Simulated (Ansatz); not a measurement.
CH2FSi (charge +1): molecular dynamics

CH2FSi, charge +1, computed with UKS r2SCAN-D4/STO-3G (Ansatz 0.2.0).

One setting was made poor on purpose. It belongs to a series of runs on one base structure; here: dynamics from the start.

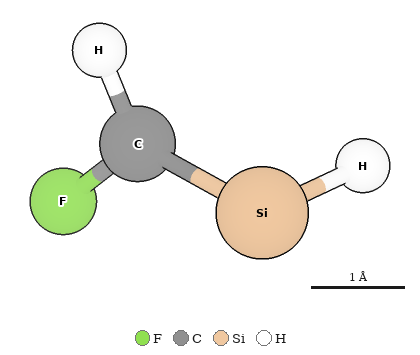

**Figure 1.** The structure as given in the input (ball-and-stick view, seen at a tilt). Bond lengths as drawn: C–F 1.33 Å, C–H 1.13 Å, C–Si 1.88 Å and H–Si 1.49 Å.

The input:
```yaml
crystal:
  periodic: [false, false, false]
  atoms:
    - { symbol: F, position_ang: [-0.112342, -1.546679, 0.757995] }
    - { symbol: C, position_ang: [-0.327464, -0.432741, 0.070267] }
    - { symbol: Si, position_ang: [0.332054, 1.289498, 0.430422] }
    - { symbol: H, position_ang: [-1.240114, -0.527371, -0.597659] }
    - { symbol: H, position_ang: [1.347865, 1.217293, -0.661026] }
total_charge: 1
magnetization:
  spin_polarized: true
basis:
  gaussian: { orbitals: STO-3G }
hamiltonian:
  xc: r2scan
  dispersion: d4
md:
  timestep: 2.0
  n_steps: 40
  ensemble: nve
  temperature: 2000.0
  initial_velocities: maxwell_boltzmann
  seed: 939181
```

Machine: 1 thread of Intel Xeon (Sapphire Rapids), 10 GiB of memory available, shared host.

Command:
```bash
ansatz run input.yaml --threads 1 --pin off --max-ram 2048MiB --backend cpu --events-out ev --progress --plain --runs-dir out
```

What the program printed:
```
Engine: ansatz 0.2.0, x86_64-unknown-linux-gnu
Functional definition: r2SCAN
  parameter k0 = 0.174
  parameter k1 = 0.065
  parameter a1 = 4.9479
  exchange = r2scan_x(k0 = k0, k1 = k1, a1 = a1)
  correlation = r2scan_c
284 factors; integrals over basis functions are off by at most 1.3e-5 eV
mean field evaluation 1: about -11495.7143 eV, gradient 3.4e1 eV
mean field evaluation 2: about -11325.5738 eV, gradient 1.5e2 eV
mean field evaluation 4: about -11507.6157 eV, gradient 1.5e1 eV
mean field evaluation 8: about -11509.4453 eV, gradient 7.4e-2 eV
mean field evaluation 16: about -11509.3923 eV, gradient 4.0e-5 eV
mean field -11509.39229741 eV, -422.9623655837 hartree, gradient 4.0e-5 eV, S^2 0.000000; 2 other end points of the search recorded, 0 dependent functions left out
the calculation of the forces begins
reference -11509.39230196 eV, -422.9623657507 hartree; 15, 15 occupied and 6, 6 virtual orbitals, 284 factors
md step     0: t =     0.00 fs  T =  2000.0 K  F+E_penalty+E_count = -11509.40522162 eV  E_kin = 0.775560 eV  conserved = -11508.62966163 eV  (49 SCF iters)
these checks for a lower state are left out or cut short: starts, cluster_reference, orbital_swaps, neighbouring_geometries, increment
284 factors; integrals over basis functions are off by at most 1.0e-5 eV
mean field evaluation 32: about -11509.1552 eV, gradient 1.6e-5 eV
mean field -11509.15519815 eV, -422.9536523463 hartree, gradient 1.6e-5 eV, S^2 0.000000; 0 other end points of the search recorded, 0 dependent functions left out
[... from here on the field's lines of each further geometry are left out, up to the last ...]
md step     1: t =     2.00 fs  T =  1454.9 K  F+E_penalty+E_count = -11509.16811041 eV  E_kin = 0.564166 eV  conserved = -11508.60394432 eV  (33 SCF iters, 5 dispersion substeps)
md step     2: t =     4.00 fs  T =   721.0 K  F+E_penalty+E_count = -11508.85197616 eV  E_kin = 0.279583 eV  conserved = -11508.57239329 eV  (44 SCF iters, 5 dispersion substeps)
md step     3: t =     6.00 fs  T =   741.8 K  F+E_penalty+E_count = -11508.88034813 eV  E_kin = 0.287639 eV  conserved = -11508.59270910 eV  (46 SCF iters, 5 dispersion substeps)
md step     4: t =     8.00 fs  T =  1241.4 K  F+E_penalty+E_count = -11509.07772682 eV  E_kin = 0.481396 eV  conserved = -11508.59633108 eV  (37 SCF iters, 5 dispersion substeps)
md step     5: t =    10.00 fs  T =  1503.2 K  F+E_penalty+E_count = -11509.20651615 eV  E_kin = 0.582910 eV  conserved = -11508.62360628 eV  (49 SCF iters, 5 dispersion substeps)
md step     6: t =    12.00 fs  T =   932.3 K  F+E_penalty+E_count = -11508.94702743 eV  E_kin = 0.361531 eV  conserved = -11508.58549632 eV  (39 SCF iters, 5 dispersion substeps)
md step     7: t =    14.00 fs  T =   465.3 K  F+E_penalty+E_count = -11508.76608643 eV  E_kin = 0.180446 eV  conserved = -11508.58564042 eV  (53 SCF iters, 5 dispersion substeps)
md step     8: t =    16.00 fs  T =   192.6 K  F+E_penalty+E_count = -11508.67090770 eV  E_kin = 0.074696 eV  conserved = -11508.59621202 eV  (52 SCF iters, 5 dispersion substeps)
md step     9: t =    18.00 fs  T =   243.1 K  F+E_penalty+E_count = -11508.65860505 eV  E_kin = 0.094268 eV  conserved = -11508.56433727 eV  (49 SCF iters, 5 dispersion substeps)
md step    10: t =    20.00 fs  T =   882.8 K  F+E_penalty+E_count = -11508.94827309 eV  E_kin = 0.342338 eV  conserved = -11508.60593463 eV  (49 SCF iters, 5 dispersion substeps)
md step    11: t =    22.00 fs  T =  1188.8 K  F+E_penalty+E_count = -11509.04953870 eV  E_kin = 0.460989 eV  conserved = -11508.58854933 eV  (48 SCF iters, 5 dispersion substeps)
md step    12: t =    24.00 fs  T =  1398.1 K  F+E_penalty+E_count = -11509.14961186 eV  E_kin = 0.542140 eV  conserved = -11508.60747173 eV  (46 SCF iters, 5 dispersion substeps)
md step    13: t =    26.00 fs  T =  1038.0 K  F+E_penalty+E_count = -11509.01478348 eV  E_kin = 0.402517 eV  conserved = -11508.61226668 eV  (44 SCF iters, 5 dispersion substeps)
md step    14: t =    28.00 fs  T =   545.3 K  F+E_penalty+E_count = -11508.75500926 eV  E_kin = 0.211442 eV  conserved = -11508.54356774 eV  (47 SCF iters, 5 dispersion substeps)
md step    15: t =    30.00 fs  T =  1149.2 K  F+E_penalty+E_count = -11509.05075713 eV  E_kin = 0.445643 eV  conserved = -11508.60511388 eV  (42 SCF iters, 5 dispersion substeps)
md step    16: t =    32.00 fs  T =  1574.6 K  F+E_penalty+E_count = -11509.21232598 eV  E_kin = 0.610594 eV  conserved = -11508.60173245 eV  (32 SCF iters, 5 dispersion substeps)
md step    17: t =    34.00 fs  T =  1534.1 K  F+E_penalty+E_count = -11509.19440349 eV  E_kin = 0.594879 eV  conserved = -11508.59952428 eV  (33 SCF iters, 5 dispersion substeps)
md step    18: t =    36.00 fs  T =   982.1 K  F+E_penalty+E_count = -11508.98731032 eV  E_kin = 0.380829 eV  conserved = -11508.60648167 eV  (32 SCF iters, 5 dispersion substeps)
md step    19: t =    38.00 fs  T =   290.6 K  F+E_penalty+E_count = -11508.65422226 eV  E_kin = 0.112686 eV  conserved = -11508.54153596 eV  (33 SCF iters, 5 dispersion substeps)
md step    20: t =    40.00 fs  T =   555.1 K  F+E_penalty+E_count = -11508.80941047 eV  E_kin = 0.215240 eV  conserved = -11508.59417071 eV  (32 SCF iters, 5 dispersion substeps)
md step    21: t =    42.00 fs  T =   942.2 K  F+E_penalty+E_count = -11508.94292749 eV  E_kin = 0.365350 eV  conserved = -11508.57757769 eV  (33 SCF iters, 5 dispersion substeps)
md step    22: t =    44.00 fs  T =  1474.8 K  F+E_penalty+E_count = -11509.17214662 eV  E_kin = 0.571902 eV  conserved = -11508.60024510 eV  (32 SCF iters, 5 dispersion substeps)
md step    23: t =    46.00 fs  T =  1452.5 K  F+E_penalty+E_count = -11509.18642058 eV  E_kin = 0.563233 eV  conserved = -11508.62318758 eV  (49 SCF iters, 5 dispersion substeps)
md step    24: t =    48.00 fs  T =   662.5 K  F+E_penalty+E_count = -11508.80295890 eV  E_kin = 0.256887 eV  conserved = -11508.54607147 eV  (31 SCF iters, 5 dispersion substeps)
md step    25: t =    50.00 fs  T =   775.0 K  F+E_penalty+E_count = -11508.88703101 eV  E_kin = 0.300521 eV  conserved = -11508.58651032 eV  (33 SCF iters, 5 dispersion substeps)
md step    26: t =    52.00 fs  T =  1298.9 K  F+E_penalty+E_count = -11509.09978775 eV  E_kin = 0.503679 eV  conserved = -11508.59610871 eV  (31 SCF iters, 5 dispersion substeps)
md step    27: t =    54.00 fs  T =  1608.7 K  F+E_penalty+E_count = -11509.22082111 eV  E_kin = 0.623812 eV  conserved = -11508.59700867 eV  (35 SCF iters, 5 dispersion substeps)
md step    28: t =    56.00 fs  T =  1483.4 K  F+E_penalty+E_count = -11509.18392073 eV  E_kin = 0.575231 eV  conserved = -11508.60868947 eV  (33 SCF iters, 5 dispersion substeps)
md step    29: t =    58.00 fs  T =   739.9 K  F+E_penalty+E_count = -11508.84910849 eV  E_kin = 0.286928 eV  conserved = -11508.56218092 eV  (34 SCF iters, 5 dispersion substeps)
md step    30: t =    60.00 fs  T =   438.8 K  F+E_penalty+E_count = -11508.75849998 eV  E_kin = 0.170154 eV  conserved = -11508.58834619 eV  (34 SCF iters, 5 dispersion substeps)
md step    31: t =    62.00 fs  T =   462.4 K  F+E_penalty+E_count = -11508.75665006 eV  E_kin = 0.179301 eV  conserved = -11508.57734893 eV  (34 SCF iters, 5 dispersion substeps)
md step    32: t =    64.00 fs  T =   776.5 K  F+E_penalty+E_count = -11508.87914309 eV  E_kin = 0.301112 eV  conserved = -11508.57803106 eV  (33 SCF iters, 5 dispersion substeps)
md step    33: t =    66.00 fs  T =  1297.3 K  F+E_penalty+E_count = -11509.11148326 eV  E_kin = 0.503082 eV  conserved = -11508.60840088 eV  (33 SCF iters, 5 dispersion substeps)
md step    34: t =    68.00 fs  T =  1223.4 K  F+E_penalty+E_count = -11509.06727555 eV  E_kin = 0.474399 eV  conserved = -11508.59287641 eV  (32 SCF iters, 5 dispersion substeps)
md step    35: t =    70.00 fs  T =   755.4 K  F+E_penalty+E_count = -11508.88955694 eV  E_kin = 0.292916 eV  conserved = -11508.59664070 eV  (34 SCF iters, 5 dispersion substeps)
md step    36: t =    72.00 fs  T =   306.4 K  F+E_penalty+E_count = -11508.68430903 eV  E_kin = 0.118821 eV  conserved = -11508.56548850 eV  (32 SCF iters, 5 dispersion substeps)
md step    37: t =    74.00 fs  T =   656.2 K  F+E_penalty+E_count = -11508.82944674 eV  E_kin = 0.254451 eV  conserved = -11508.57499611 eV  (32 SCF iters, 5 dispersion substeps)
md step    38: t =    76.00 fs  T =  1499.5 K  F+E_penalty+E_count = -11509.19543779 eV  E_kin = 0.581481 eV  conserved = -11508.61395712 eV  (32 SCF iters, 5 dispersion substeps)
md step    39: t =    78.00 fs  T =  1657.1 K  F+E_penalty+E_count = -11509.24584102 eV  E_kin = 0.642590 eV  conserved = -11508.60325095 eV  (32 SCF iters, 5 dispersion substeps)
the calculation of the forces begins
reference -11509.01849799 eV, -422.9486287081 hartree; 15, 15 occupied and 6, 6 virtual orbitals, 284 factors
284 factors; integrals over basis functions are off by at most 2.7e-5 eV
mean field evaluation 416: about -11507.8728 eV, gradient 4.5e0 eV
mean field -11509.01849335 eV, -422.9486285377 hartree, gradient 1.3e-5 eV, S^2 0.000000; 3 other end points of the search recorded, 0 dependent functions left out
the calculation of the forces begins
reference -11509.01849799 eV, -422.9486287081 hartree; 15, 15 occupied and 6, 6 virtual orbitals, 284 factors
md step    40: t =    80.00 fs  T =  1142.1 K  F+E_penalty+E_count = -11509.03143224 eV  E_kin = 0.442866 eV  conserved = -11508.58856634 eV  (49 SCF iters, 5 dispersion substeps)
```

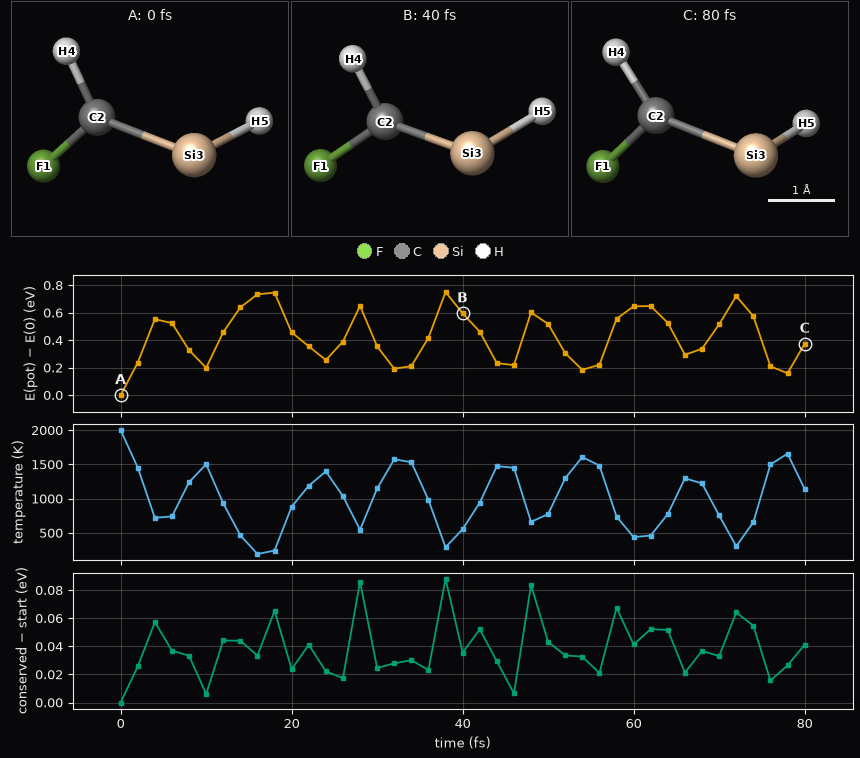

**Figure 2.** Frames of the molecular dynamics (ball-and-stick, seen at a tilt) above the curves, on which the letters mark them. The trajectory kept here has 41 frames over 80 fs. The temperature starts at 2000 K, ranges from 193 to 2000 K and averages 1010 K over the second half. The potential energy ends 0.374 eV above its first value. The conserved quantity stays within 0.088 eV. After an unweighted best fit of the last frame on the first, the root-mean-square displacement is 0.14 Å.

```
Total energy: -11509.03143687 eV, -422.9491042033 hartree
Atom 0 at    -0.091071    -1.579230     0.753505 Å, force     0.083547     2.690193    -0.533305 eV/Å
Atom 1 at    -0.394522    -0.393042     0.078915 Å, force     0.374163    -4.213742     0.993898 eV/Å
Atom 2 at     0.345565     1.315182     0.429130 Å, force    -0.059656    -0.093841    -0.193019 eV/Å
Atom 3 at    -1.210467    -0.812006    -0.595132 Å, force    -0.260238     1.500182    -0.423292 eV/Å
Atom 4 at     1.339891     0.926791    -0.645970 Å, force    -0.137816     0.117209     0.155718 eV/Å
Dipole moment:    -0.033133     0.313339    -0.170636 e Å
```

Trajectory as extended XYZ (Å, eV, eV/Å), 18 of the 41 frames kept, from step=0 to step=40:
```
5
Properties=species:S:1:pos:R:3:forces:R:3 step=0 time_fs=0.0 energy=-11509.40522 temperature=2000.0
F    -0.1123   -1.5467    0.7580   -0.0028  -0.0047  -0.0004
C    -0.3275   -0.4327    0.0703    0.0008   0.0116   0.0000
Si    0.3321    1.2895    0.4304   -0.0041  -0.0079  -0.0033
H    -1.2401   -0.5274   -0.5977    0.0075   0.0009   0.0044
H     1.3479    1.2173   -0.6610   -0.0014   0.0000  -0.0006
5
Properties=species:S:1:pos:R:3:forces:R:3 step=2 time_fs=4.0 energy=-11508.85198 temperature=721.0
F    -0.1223   -1.5202    0.7505    0.9208  -6.7073   4.0410
C    -0.3332   -0.5262    0.0758   -1.1679   8.4546  -4.9499
Si    0.3440    1.3074    0.4393   -0.2724  -0.9809  -0.5373
H    -1.2445   -0.5407   -0.6762    0.8094  -0.5331   1.0558
H     1.2757    1.3444   -0.7559   -0.2899  -0.2333   0.3904
5
Properties=species:S:1:pos:R:3:forces:R:3 step=5 time_fs=10.0 energy=-11509.20652 temperature=1503.2
F    -0.1258   -1.5623    0.7885   -0.0600   0.7106  -0.7152
C    -0.3463   -0.4958    0.0019    0.4340   0.3075   0.6801
Si    0.3579    1.3240    0.4479   -0.9740  -1.1437  -0.1582
H    -1.2458   -0.6965   -0.6896    0.3163   0.3173   0.4008
H     1.1135    1.4712   -0.8162    0.2837  -0.1917  -0.2074
5
Properties=species:S:1:pos:R:3:forces:R:3 step=7 time_fs=14.0 energy=-11508.76609 temperature=465.3
F    -0.1268   -1.5968    0.8156   -0.3058   3.9026  -2.9131
C    -0.3431   -0.4459   -0.0447   -0.4176  -4.0253   2.5139
Si    0.3612    1.3271    0.4517   -0.7473  -0.8454  -0.5846
H    -1.2862   -0.7722   -0.6973    1.2890   1.1282   0.8358
H     1.0397    1.5159   -0.8700    0.1818  -0.1601   0.1480
5
Properties=species:S:1:pos:R:3:forces:R:3 step=9 time_fs=18.0 energy=-11508.65861 temperature=243.1
F    -0.1302   -1.6011    0.8199   -0.3044   4.0748  -3.1933
C    -0.3390   -0.4423   -0.0564    3.1273  -2.9154   5.3700
Si    0.3604    1.3254    0.4523   -0.6336  -0.9421  -0.9572
H    -1.2036   -0.7074   -0.6243   -2.3034  -0.0761  -1.6306
H     0.9947    1.5361   -0.9027    0.1141  -0.1411   0.4112
5
Properties=species:S:1:pos:R:3:forces:R:3 step=12 time_fs=24.0 energy=-11509.14961 temperature=1398.1
F    -0.1395   -1.5525    0.7824    0.0999  -1.0155   0.1739
C    -0.2972   -0.5036    0.0206   -1.2073   2.3301  -0.9809
Si    0.3524    1.3133    0.4452   -0.7422  -1.0457  -0.1217
H    -1.2836   -0.5494   -0.6662    1.4800  -0.1823   1.2024
H     0.9756    1.5297   -0.8737    0.3696  -0.0865  -0.2737
5
Properties=species:S:1:pos:R:3:forces:R:3 step=14 time_fs=28.0 energy=-11508.75501 temperature=545.3
F    -0.1451   -1.5241    0.7549    0.7645  -6.6754   3.9281
C    -0.2803   -0.5199    0.0694    2.3151   8.1887  -1.8698
Si    0.3423    1.2984    0.4386   -0.2466  -0.8675  -0.4661
H    -1.1461   -0.4504   -0.5382   -2.8908  -0.4538  -1.8297
H     1.0235    1.5068   -0.8813    0.0578  -0.1919   0.2375
5
Properties=species:S:1:pos:R:3:forces:R:3 step=16 time_fs=32.0 energy=-11509.21233 temperature=1574.6
F    -0.1453   -1.5432    0.7548    0.3855  -1.9726   0.9990
C    -0.2474   -0.4429    0.0910   -2.3915   1.6748  -2.1339
Si    0.3308    1.2791    0.4297    0.2331   0.4618  -0.2941
H    -1.2722   -0.4219   -0.5677    1.7975  -0.0512   1.1289
H     1.0829    1.4564   -0.8583   -0.0246  -0.1128   0.3001
5
Properties=species:S:1:pos:R:3:forces:R:3 step=19 time_fs=38.0 energy=-11508.65422 temperature=290.6
F    -0.1398   -1.5896    0.7643    0.1339   3.8303  -1.8658
C    -0.2433   -0.3197    0.0913    1.1957  -7.5279   3.2897
Si    0.3172    1.2593    0.4154    1.3410   3.3620   0.7581
H    -1.1518   -0.3725   -0.4365   -2.9044   0.1136  -2.0287
H     1.1879    1.3655   -0.7733    0.2339   0.2219  -0.1533
5
Properties=species:S:1:pos:R:3:forces:R:3 step=21 time_fs=42.0 energy=-11508.94293 temperature=942.2
F    -0.1346   -1.5872    0.7542   -0.2324   3.0513  -1.4385
C    -0.2471   -0.3436    0.1238   -2.8364  -5.6445  -0.2273
Si    0.3161    1.2664    0.4101    1.4484   2.7182   0.3010
H    -1.2781   -0.3023   -0.5226    1.9160  -0.2029   1.0992
H     1.2930    1.3380   -0.7350   -0.2955   0.0778   0.2656
5
Properties=species:S:1:pos:R:3:forces:R:3 step=24 time_fs=48.0 energy=-11508.80296 temperature=662.5
F    -0.1299   -1.5547    0.7255    0.3986  -5.9203   3.0573
C    -0.2992   -0.4708    0.1646    2.5698   7.2565  -1.6550
Si    0.3271    1.2998    0.4059   -0.0641  -0.4301   0.7841
H    -1.1411   -0.3034   -0.4577   -2.9843  -0.7501  -1.8503
H     1.3813    1.3108   -0.6285    0.0800  -0.1560  -0.3361
5
Properties=species:S:1:pos:R:3:forces:R:3 step=26 time_fs=52.0 energy=-11509.09979 temperature=1298.9
F    -0.1243   -1.5760    0.7289    0.5379  -3.6952   2.2731
C    -0.3190   -0.4717    0.1602   -1.6382   4.7898  -3.8298
Si    0.3355    1.3218    0.4075   -0.2853  -0.6009   0.5155
H    -1.2970   -0.4587   -0.5479    1.4789  -0.2670   1.2253
H     1.4336    1.2672   -0.5962   -0.0933  -0.2267  -0.1841
5
Properties=species:S:1:pos:R:3:forces:R:3 step=28 time_fs=56.0 energy=-11509.18392 temperature=1483.4
F    -0.1147   -1.6256    0.7499    0.0306   2.7425  -0.6667
C    -0.3538   -0.4152    0.1126   -0.0384  -3.0531   0.4305
Si    0.3426    1.3405    0.4119    0.0638  -0.5512  -0.0261
H    -1.2971   -0.6444   -0.5049    0.3871   0.9284   0.0687
H     1.4699    1.1916   -0.5899   -0.4431  -0.0667   0.1937
5
Properties=species:S:1:pos:R:3:forces:R:3 step=31 time_fs=62.0 energy=-11508.75665 temperature=462.4
F    -0.1005   -1.6566    0.7698   -0.5740   4.8470  -2.0956
C    -0.3906   -0.3995    0.0643   -0.3151  -5.1568   1.7120
Si    0.3525    1.3621    0.4188   -0.6201  -0.9414   0.1791
H    -1.3639   -0.7205   -0.5336    1.2932   1.2366   0.5112
H     1.4317    1.0618   -0.5521    0.2160   0.0147  -0.3066
5
Properties=species:S:1:pos:R:3:forces:R:3 step=33 time_fs=66.0 energy=-11509.11148 temperature=1297.3
F    -0.0960   -1.6304    0.7635   -0.8791   2.9248  -1.7224
C    -0.4051   -0.4631    0.0664    0.8550  -1.1425   1.7714
Si    0.3556    1.3700    0.4240   -0.4421  -1.8139  -0.3155
H    -1.3543   -0.5943   -0.5736    0.5335  -0.1680   0.2825
H     1.4225    0.9798   -0.5644   -0.0673   0.1996  -0.0161
5
Properties=species:S:1:pos:R:3:forces:R:3 step=35 time_fs=70.0 energy=-11508.88956 temperature=755.4
F    -0.0980   -1.5825    0.7446    0.0080  -2.9302   1.1581
C    -0.4075   -0.5388    0.0909    1.2782   6.2679  -0.4151
Si    0.3563    1.3681    0.4276   -0.3253  -2.3429  -0.5353
H    -1.2896   -0.4870   -0.5922   -0.7265  -1.2950  -0.3624
H     1.4050    0.9276   -0.5812   -0.2345   0.3002   0.1547
5
Properties=species:S:1:pos:R:3:forces:R:3 step=38 time_fs=76.0 energy=-11509.19544 temperature=1499.5
F    -0.0978   -1.5618    0.7388    0.5989  -2.4410   1.5501
C    -0.3963   -0.4966    0.1007   -0.1286   3.7244  -1.3196
Si    0.3528    1.3424    0.4287   -0.8315  -1.3526   0.0496
H    -1.2673   -0.6578   -0.6196    0.0640   0.0516   0.0595
H     1.3433    0.9195   -0.5923    0.2973   0.0175  -0.3396
5
Properties=species:S:1:pos:R:3:forces:R:3 step=40 time_fs=80.0 energy=-11509.03143 temperature=1142.1
F    -0.0911   -1.5792    0.7535    0.0835   2.6902  -0.5333
C    -0.3945   -0.3930    0.0789    0.3742  -4.2137   0.9939
Si    0.3456    1.3152    0.4291   -0.0597  -0.0938  -0.1930
H    -1.2105   -0.8120   -0.5951   -0.2602   1.5002  -0.4233
H     1.3399    0.9268   -0.6460   -0.1378   0.1172   0.1557
```

Results in brief:

| quantity | value |
| --- | --- |
| outcome | finished |
| mean temperature over the second half | 1010 K |
| trajectory | 40 steps, 80 fs |
| ensemble | nve |
| temperature in the input | 2000.0 K |
| time step | 2.0 fs |
| potential energy (last step) | −11509.0314 eV |
| mean-field energy (last step) | −11509.0185 eV |
| largest force (length of the vector) (last step) | 4.346 eV/Å |
| wall time | 51 s |
| peak memory | 0.14 GiB |

A deliberately poor setting: time step. So short a trajectory is not equilibrated.
